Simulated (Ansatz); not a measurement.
**Run report: SnH$_{6}$O$_{4}$, geometry relaxation (part 1 of 2)**

SnH$_{6}$O$_{4}$, computed with RKS BLYP-D4/def2-SVP (Ansatz 0.2.0).

The input holds or restrains some coordinates. It belongs to a series of runs on one base structure; here: pulled along the bonds that form and break, towards end B. Figures and captions count atoms from 1; the log counts them from 0 in places.

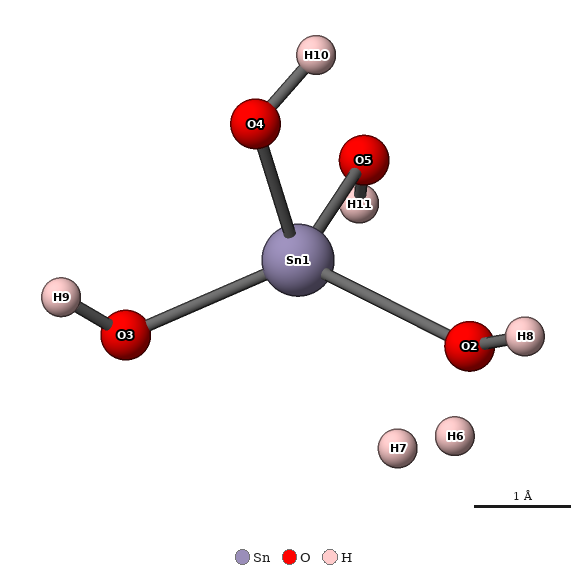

Fig. 1: The input geometry (ball-and-stick view, seen at a tilt; atoms are numbered from 1 in the order of the input). Sticks mark near contacts. Bond lengths as drawn: H–O 0.96 Å and O–Sn 1.97 to 2.40 Å.

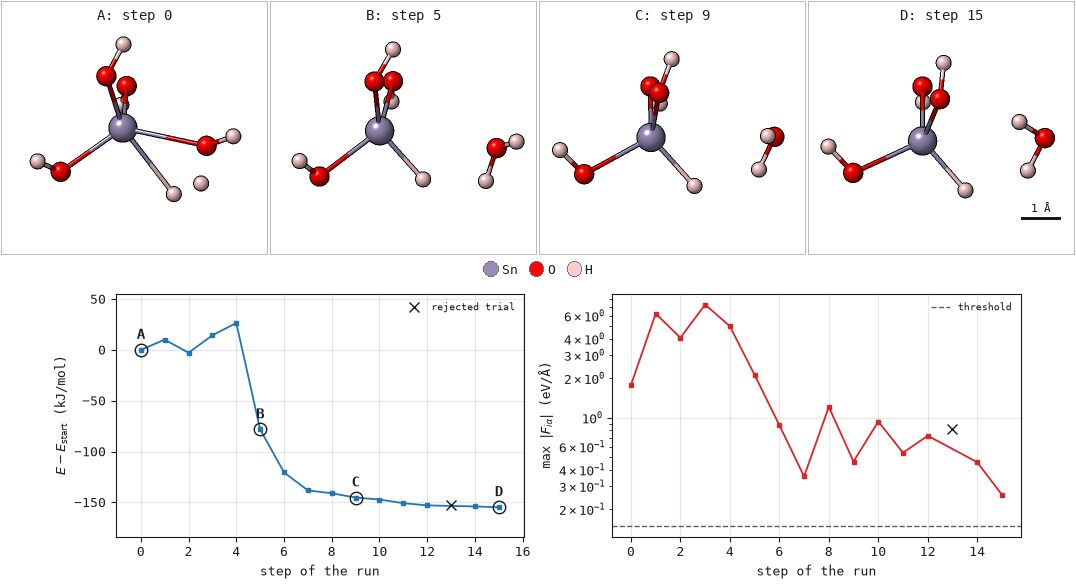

Fig. 2: Frames of the restrained relaxation (ball-and-stick view, seen at a tilt) above the curves, on which the letters mark them (the first geometry is step 0 here and step 1 in the log).

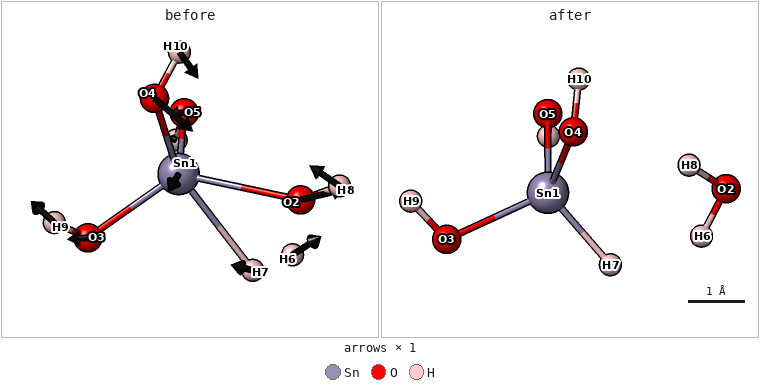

Fig. 3: Before (left) and after (right) the restrained relaxation, at one scale (ball-and-stick view, seen at a tilt). The black arrows give the displacements, at true length. After 15 geometry steps the energy has fallen by 154.8 kJ/mol. Largest force component: 1.8 eV/Å at the start, 0.26 eV/Å at the end. The line search rejected the trial step at point 13 (counted from 0) and went back. The atom that moves furthest after the best rigid fit is O4 (0.92 Å). Largest moves by element: O 0.92 Å, H 0.81 Å, Sn 0.43 Å. Among the contacts that change: Sn1–O2 2.397 → 3.341 Å, Sn1–H7 2.244 → 1.710 Å, O2–H6 1.279 → 0.977 Å, Sn1–O4 1.965 → 2.020 Å. New bonds form: O2–H6 (1.28 → 0.98 Å), Sn1–H7 (2.24 → 1.71 Å). Among the angles that change: O4–Sn1–H7 145.9° → 108.1°, O5–Sn1–H7 100.9° → 119.2°, O3–Sn1–H7 93.0° → 106.5°. (Atoms are counted from 1 in the order of the input.)

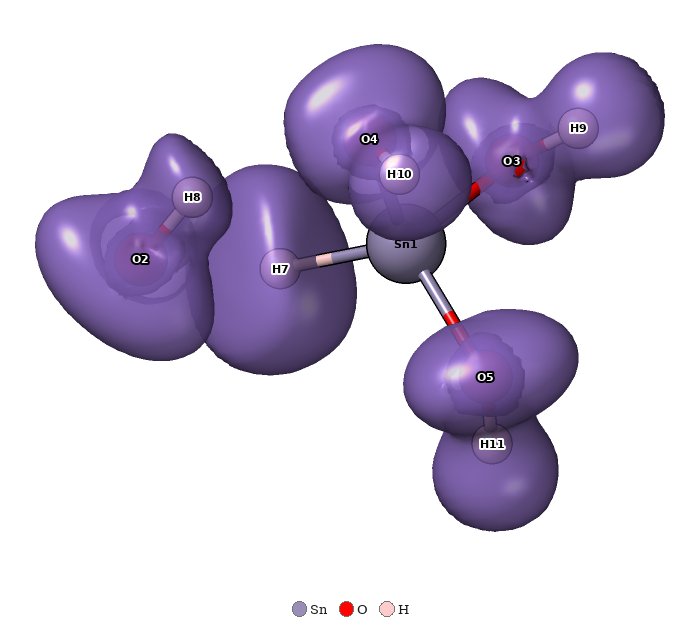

Fig. 4: Isosurface of the ELF at 0.75 (purple), seen at a tilt. Only the valence region is drawn (cores and ρ < 0.01 e/Å³ removed). Along the contacts the grid gives the following. Sn1···H6 (2.96 Å): the ELF is only about 0.05 between them; a non-bonded, intermolecular contact. Sn–O (2.01 Å): the ELF peaks at about 0.85 in the valence shell of O, 0.6 Å from its nucleus, and drops to about 0.15 between the two atoms.

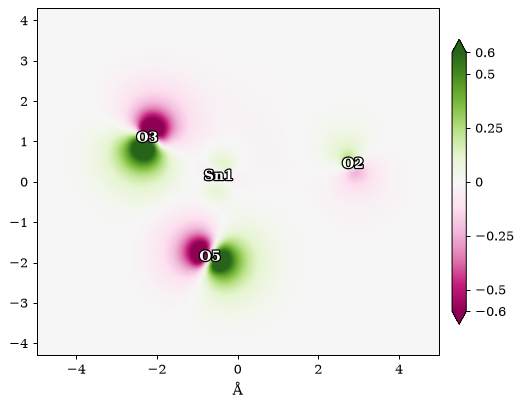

Fig. 5: The HOMO−1 on the plane of atoms O3, Sn1 and O5 (values in Å⁻³ᐟ²; the overall sign is arbitrary). Its energy is −6.75 eV.

These pictures come from the run below.

The input
```yaml
crystal:
  periodic: [false, false, false]
  atoms:
    - { symbol: Sn, position_ang: [-0.2044, -0.0712, -0.3375] }
    - { symbol: O, position_ang: [1.0643, 0.0537, 1.6927] }
    - { symbol: O, position_ang: [0.1244, -1.2194, -1.9262] }
    - { symbol: O, position_ang: [-1.7294, -1.0, 0.4833] }
    - { symbol: O, position_ang: [-1.0002, 1.6944, -0.8083] }
    - { symbol: H, position_ang: [1.9605, 0.3687, 0.8358] }
    - { symbol: H, position_ang: [1.9626, 0.477, -0.1407] }
    - { symbol: H, position_ang: [1.0812, -0.0688, 2.6464] }
    - { symbol: H, position_ang: [-0.44, -1.9952, -1.9349] }
    - { symbol: H, position_ang: [-2.2707, -0.4014, 0.9997] }
    - { symbol: H, position_ang: [-0.5485, 2.1623, -1.5102] }
basis:
  gaussian: { orbitals: def2-SVP }
hamiltonian:
  xc: blyp
  dispersion: d4
relax:
  f_tol: 0.15
  max_steps: 25
  restrain:
    - { distance: [0, 6], at: 1.7, k: 30.0 }
    - { distance: [5, 1], at: 0.97, k: 30.0 }
    - { distance: [0, 1], at: 3.35, k: 30.0 }
    - { distance: [5, 6], at: 1.92, k: 30.0 }
output:
  orbitals: {}
```

Run as:
```bash
ansatz run input.yaml --threads 2 --pin off --max-ram 3072MiB --backend cpu --events-out ev --progress --plain --runs-dir out
```

Log
```
The last accepted step is kept in [file] (removed where the run ends without a failure and the disk answers)
Engine: ansatz 0.2.0, x86_64-unknown-linux-gnu
Functional definition: BLYP
  parameter beta = 0.0042
  parameter a = 0.04918
  parameter b = 0.132
  parameter c = 0.2533
  parameter d = 0.349
  exchange = b88_x(beta = beta)
  correlation = lyp_c(a = a, b = b, c = c, d = d)
1211 factors; their error is unknown
mean field evaluation 1: about -14082.9489 eV, gradient 1.1e2 eV
mean field evaluation 2: about -13965.9347 eV, gradient 2.5e2 eV
mean field evaluation 4: about -14105.3049 eV, gradient 2.2e1 eV
mean field evaluation 8: about -14106.6585 eV, gradient 4.5e-1 eV
mean field evaluation 16: about -14106.6302 eV, gradient 1.2e-3 eV
mean field -14106.63016842 eV, -518.4090968720 hartree, gradient 2.6e-5 eV, S^2 0.000000; 0 other end points of the search recorded, 0 dependent functions left out
the calculation of the forces begins
reference -14106.63053459 eV, -518.4091103286 hartree; 30, 30 occupied and 82, 82 virtual orbitals, 1211 factors
relax step   1: F+E_penalty+E_count = -14107.10395688 eV  Δ(F+E_penalty+E_count) = +0.000e0 eV  max|allowed force component| = 1.777e0 eV/Å  E_restraint = 32.67211253 eV  max|allowed force component, restraints' pulls added| = 3.458e1 eV/Å  Δτ_max = 0.0000 Å  (30 SCF iters, accepted)
  distance Sn 0 - H 6 = 2.2439 Å
  distance H 5 - O 1 = 1.2793 Å
  distance Sn 0 - O 1 = 2.3973 Å
  distance H 5 - H 6 = 0.9825 Å
these checks for a lower state are left out or cut short: starts, cluster_reference, orbital_swaps, neighbouring_geometries, increment
1211 factors; their error is unknown
mean field -14106.55227513 eV, -518.4062343463 hartree, gradient 9.1e-6 eV, S^2 0.000000; 0 other end points of the search recorded, 0 dependent functions left out
[... from here on the field's lines of each further geometry are left out, up to the last ...]
relax step   2: F+E_penalty+E_count = -14107.00015672 eV  Δ(F+E_penalty+E_count) = +1.038e-1 eV  max|allowed force component| = 6.224e0 eV/Å  E_restraint = 16.40217421 eV  max|allowed force component, restraints' pulls added| = 2.393e1 eV/Å  Δτ_max = 0.1949 Å  (38 SCF iters, accepted)
relax step   3: F+E_penalty+E_count = -14107.13362306 eV  Δ(F+E_penalty+E_count) = -1.335e-1 eV  max|allowed force component| = 4.077e0 eV/Å  E_restraint = 6.25897840 eV  max|allowed force component, restraints' pulls added| = 1.038e1 eV/Å  Δτ_max = 0.1949 Å  (37 SCF iters, accepted)
relax step   4: F+E_penalty+E_count = -14106.95562114 eV  Δ(F+E_penalty+E_count) = +1.780e-1 eV  max|allowed force component| = 7.301e0 eV/Å  E_restraint = 1.32918220 eV  max|allowed force component, restraints' pulls added| = 5.508e0 eV/Å  Δτ_max = 0.1917 Å  (31 SCF iters, accepted)
relax step   5: F+E_penalty+E_count = -14106.83005288 eV  Δ(F+E_penalty+E_count) = +1.256e-1 eV  max|allowed force component| = 4.986e0 eV/Å  E_restraint = 0.45556217 eV  max|allowed force component, restraints' pulls added| = 8.828e0 eV/Å  Δτ_max = 0.1951 Å  (35 SCF iters, accepted)
relax step   6: F+E_penalty+E_count = -14107.91547430 eV  Δ(F+E_penalty+E_count) = -1.085e0 eV  max|allowed force component| = 2.120e0 eV/Å  E_restraint = 0.09064741 eV  max|allowed force component, restraints' pulls added| = 2.120e0 eV/Å  Δτ_max = 0.1947 Å  (35 SCF iters, accepted)
relax step   7: F+E_penalty+E_count = -14108.35328543 eV  Δ(F+E_penalty+E_count) = -4.378e-1 eV  max|allowed force component| = 8.779e-1 eV/Å  E_restraint = 0.02185666 eV  max|allowed force component, restraints' pulls added| = 1.053e0 eV/Å  Δτ_max = 0.1997 Å  (34 SCF iters, accepted)
relax step   8: F+E_penalty+E_count = -14108.53710916 eV  Δ(F+E_penalty+E_count) = -1.838e-1 eV  max|allowed force component| = 3.563e-1 eV/Å  E_restraint = 0.00849652 eV  max|allowed force component, restraints' pulls added| = 5.194e-1 eV/Å  Δτ_max = 0.1999 Å  (35 SCF iters, accepted)
relax step   9: F+E_penalty+E_count = -14108.56629129 eV  Δ(F+E_penalty+E_count) = -2.918e-2 eV  max|allowed force component| = 1.208e0 eV/Å  E_restraint = 0.00809241 eV  max|allowed force component, restraints' pulls added| = 1.334e0 eV/Å  Δτ_max = 0.1902 Å  (31 SCF iters, accepted)
relax step  10: F+E_penalty+E_count = -14108.60990158 eV  Δ(F+E_penalty+E_count) = -4.361e-2 eV  max|allowed force component| = 4.630e-1 eV/Å  E_restraint = 0.00423567 eV  max|allowed force component, restraints' pulls added| = 4.912e-1 eV/Å  Δτ_max = 0.1820 Å  (31 SCF iters, accepted)
relax step  11: F+E_penalty+E_count = -14108.62991883 eV  Δ(F+E_penalty+E_count) = -2.002e-2 eV  max|allowed force component| = 9.349e-1 eV/Å  E_restraint = 0.00346522 eV  max|allowed force component, restraints' pulls added| = 9.349e-1 eV/Å  Δτ_max = 0.1960 Å  (31 SCF iters, accepted)
relax step  12: F+E_penalty+E_count = -14108.66687644 eV  Δ(F+E_penalty+E_count) = -3.696e-2 eV  max|allowed force component| = 5.405e-1 eV/Å  E_restraint = 0.00398475 eV  max|allowed force component, restraints' pulls added| = 4.609e-1 eV/Å  Δτ_max = 0.1976 Å  (31 SCF iters, accepted)
relax step  13: F+E_penalty+E_count = -14108.68969928 eV  Δ(F+E_penalty+E_count) = -2.282e-2 eV  max|allowed force component| = 7.280e-1 eV/Å  E_restraint = 0.00554509 eV  max|allowed force component, restraints' pulls added| = 6.277e-1 eV/Å  Δτ_max = 0.1946 Å  (31 SCF iters, accepted)
relax step  14: F+E_penalty+E_count = -14108.68598569 eV  Δ(F+E_penalty+E_count) = +3.714e-3 eV  max|allowed force component| = 8.267e-1 eV/Å  E_restraint = 0.00473935 eV  max|allowed force component, restraints' pulls added| = 6.092e-1 eV/Å  Δτ_max = 0.1934 Å  (31 SCF iters, rejected (line search))
relax step  15: F+E_penalty+E_count = -14108.70035092 eV  Δ(F+E_penalty+E_count) = -1.065e-2 eV  max|allowed force component| = 4.575e-1 eV/Å  E_restraint = 0.00485006 eV  max|allowed force component, restraints' pulls added| = 3.605e-1 eV/Å  Δτ_max = 0.0966 Å  (31 SCF iters, accepted)
the calculation of the forces begins
reference -14108.29778510 eV, -518.4703806549 hartree; 30, 30 occupied and 82, 82 virtual orbitals, 1211 factors
relax step  16: F+E_penalty+E_count = -14108.70846455 eV  Δ(F+E_penalty+E_count) = -8.114e-3 eV  max|allowed force component| = 2.583e-1 eV/Å  E_restraint = 0.00508671 eV  max|allowed force component, restraints' pulls added| = 1.068e-1 eV/Å  Δτ_max = 0.0999 Å  (31 SCF iters, accepted)
  distance Sn 0 - H 6 = 1.7099 Å
  distance H 5 - O 1 = 0.9771 Å
  distance Sn 0 - O 1 = 3.3407 Å
  distance H 5 - H 6 = 1.9302 Å
1211 factors; their error is unknown
mean field -14108.29743031 eV, -518.4703676164 hartree, gradient 1.2e-5 eV, S^2 0.000000; 1 other end points of the search recorded, 0 dependent functions left out
the calculation of the forces begins
reference -14108.29778510 eV, -518.4703806549 hartree; 30, 30 occupied and 82, 82 virtual orbitals, 1211 factors
Total energy: -14108.70881934 eV, -518.4854858846 hartree
Atom 0 at     0.026953    -0.096843    -0.697926 Å, force    -0.145470     0.060562     0.183762 eV/Å
Atom 1 at     1.259368     0.557088     2.337528 Å, force    -0.258302    -0.051190    -0.116416 eV/Å
Atom 2 at    -0.028196    -1.371465    -2.250048 Å, force    -0.006312     0.017371     0.003868 eV/Å
Atom 3 at    -0.893516    -0.935997     0.892803 Å, force    -0.016577    -0.050313     0.106799 eV/Å
Atom 4 at    -1.126539     1.522288    -1.011587 Å, force     0.030235     0.043786    -0.057032 eV/Å
Atom 5 at     1.847068     0.265861     1.613252 Å, force     0.138517    -0.026569     0.178365 eV/Å
Atom 6 at     1.676986     0.116840    -0.303687 Å, force     0.233787    -0.003919    -0.235026 eV/Å
Atom 7 at     0.543717    -0.119832     2.279244 Å, force     0.049457     0.046939    -0.019605 eV/Å
Atom 8 at    -0.945206    -1.690414    -2.381786 Å, force    -0.010180    -0.014093    -0.016967 eV/Å
Atom 9 at    -1.678489    -0.401197     1.138611 Å, force     0.021470     0.002595    -0.053153 eV/Å
Atom 10 at    -0.682346     2.153772    -1.616304 Å, force    -0.036624    -0.025169     0.025405 eV/Å
Dipole moment:    -0.123770     0.054296    -0.446333 e Å
```

Trajectory as extended XYZ (Å, eV, eV/Å), 16 frames, from step=1 to step=16
```
11
Properties=species:S:1:pos:R:3:forces:R:3 step=1 energy=-14107.10396
Sn   -0.2044   -0.0712   -0.3375    1.5246   0.4873   0.8813
O     1.0643    0.0537    1.6927   -0.0027   0.2480  -1.7775
O     0.1244   -1.2194   -1.9262    0.9671   0.5988  -0.4323
O    -1.7294   -1.0000    0.4833   -0.0847  -1.1198  -0.1796
O    -1.0002    1.6944   -0.8083   -0.7033  -0.1649   0.8169
H     1.9605    0.3687    0.8358   -0.8815  -0.2638   0.4120
H     1.9626    0.4770   -0.1407   -0.0802   0.0605  -0.7263
H     1.0812   -0.0688    2.6464   -0.1148  -0.2030   1.0471
H    -0.4400   -1.9952   -1.9349   -0.7036  -0.7743   0.1661
H    -2.2707   -0.4014    0.9997   -0.5714   0.6695   0.5800
H    -0.5485    2.1623   -1.5102    0.6505   0.4614  -0.7878
```
